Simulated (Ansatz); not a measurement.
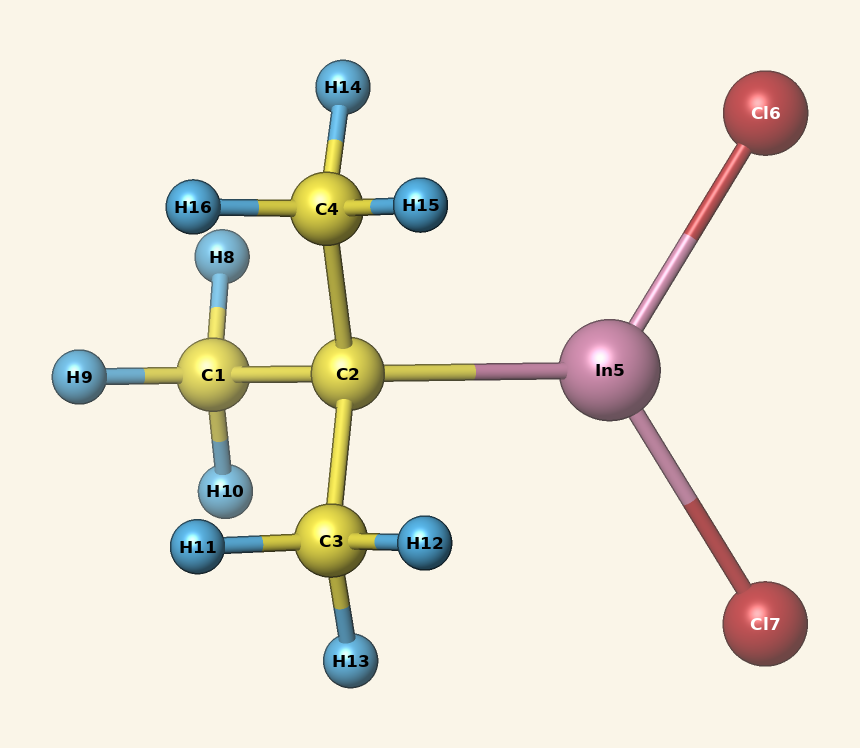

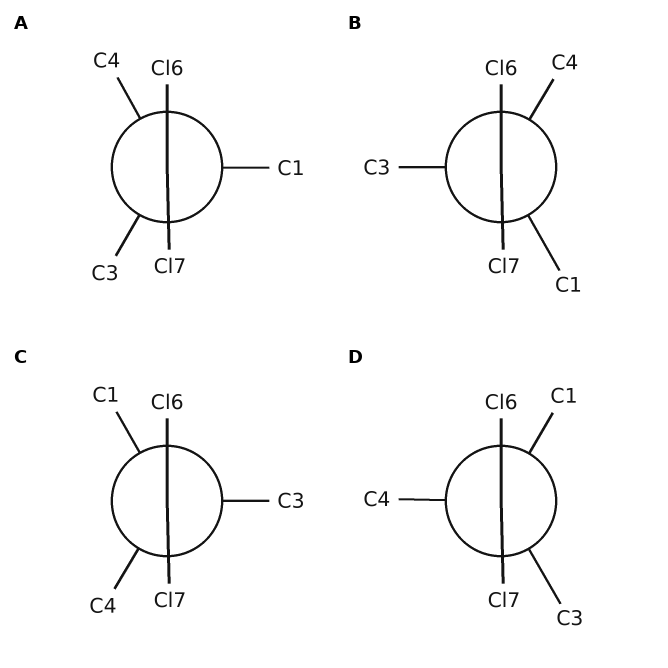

Atoms fade into the background with distance from the viewer. Bonds that would overlap in a projection are set slightly apart. The computed structure is the end point of a PBE0-D4/def2-TZVP optimisation. No frequency run is at hand to confirm it as a minimum.

### Which Newman projection shows the view along In5–C2, with In5 in front?

A. The torsion angle Cl6–In5–C2–C1 is 91°, about perpendicular.
